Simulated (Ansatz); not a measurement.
**F$_{3}$H$_{2}$NTa···HF (doublet): density, localisation and related maps**

| atom | x (Å) | y (Å) | z (Å) |
| --- | --- | --- | --- |
| Ta | -0.3018 | -0.0455 | -0.1774 |
| F | 2.7668 | 0.5274 | -0.0496 |
| F | 0.7924 | -0.3733 | 1.3923 |
| N | -0.2352 | -0.1252 | -2.1504 |
| H | -0.5383 | -0.9445 | -2.6789 |
| H | 0.3870 | 0.4383 | -2.7329 |
| F | -0.1792 | 1.8276 | -0.0078 |
| F | -1.4194 | -1.5435 | 0.0483 |
| H | 2.3777 | 0.2387 | 0.7465 |

Core potentials replace the inner electrons of Ta.

The calculation used Ansatz, UKS B3LYP/def2-SVP.

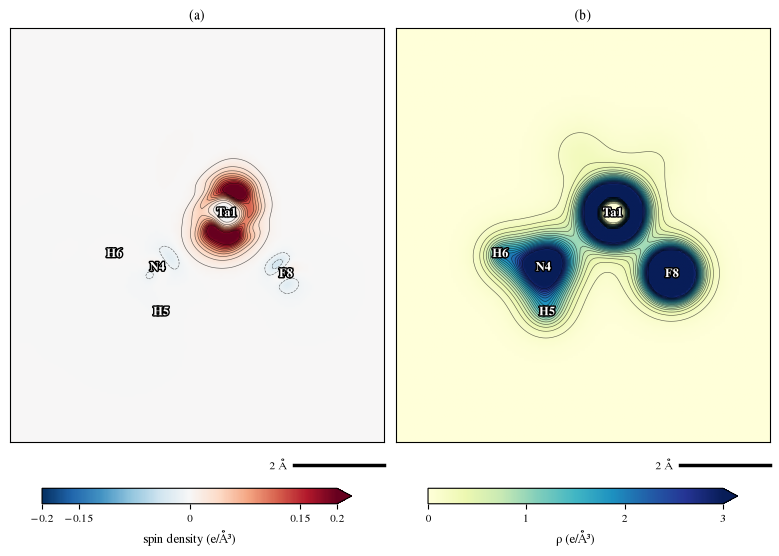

Figure 1. (a) spin density (α minus β); (b) electron density on the plane of atoms N4, Ta1 and F8.

Interpret the plot.

Answer. The section cuts through Ta, N, H and F sites.
Ta–F (1.88 Å): ρ at the midpoint is about 0.97 e/Å³.
Ta–N (1.98 Å): the density is about 0.98 e/Å³ at the midpoint.
N–H (1.02 Å): ρ is about 2.7 e/Å³ halfway.
The unpaired spin (1 electron) lies mostly on Ta1 (about 0.9), in electrons by Hirshfeld's partition.

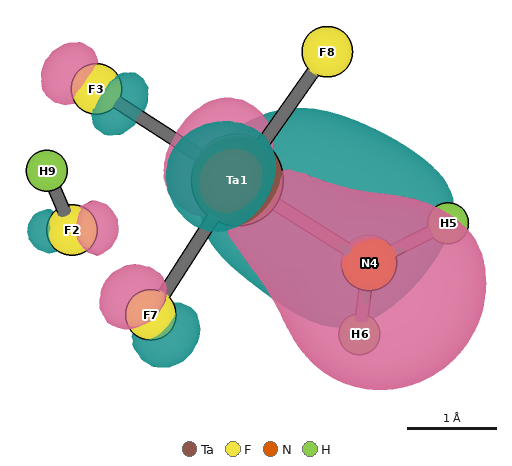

Figure 2. The HOMO−1 (α) at ±0.1 Å⁻³ᐟ² (teal and pink are the two phases), seen at an oblique angle.

Where does this orbital lie, and at what energy?

Answer. Its weight (Hirshfeld) is mainly on N4 (about 65 %) and Ta1 (about 20 %). Its energy is −8.61 eV.

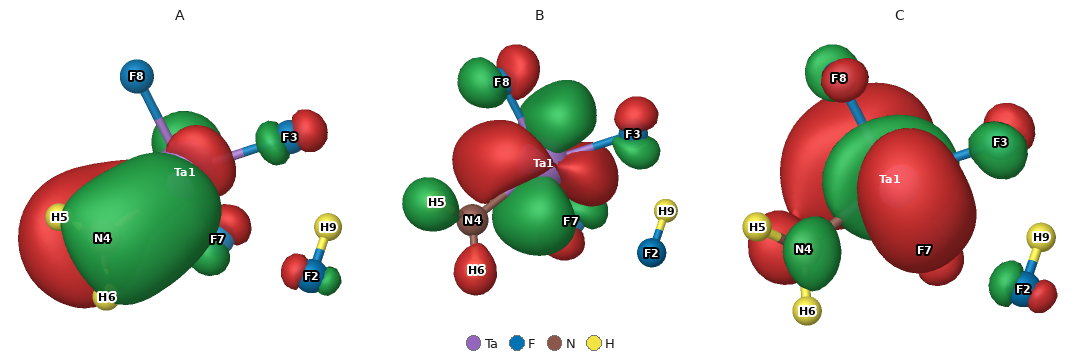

Figure 3. Three frontier orbitals at ±0.1 Å⁻³ᐟ² (green and red are the two phases), in no order.

Which picture is the HOMO−1, the HOMO and the LUMO? All are α orbitals.

Answer. A is the HOMO−1 (α) (−8.61 eV). Its weight (Hirshfeld) is mainly on N4 (about 65 %) and Ta1 (about 20 %). C is the HOMO (α) (−5.78 eV). Its weight (Hirshfeld) is mainly on Ta1 (about 80 %) and N4 (about 5 %). B is the LUMO (α) (−2.18 eV). Its weight (Hirshfeld) is mainly on Ta1 (about 70 %) and F8 (about 10 %).

What is the gap between the highest occupied and lowest empty α orbitals?

Answer. 3.60 eV between the orbital energies.
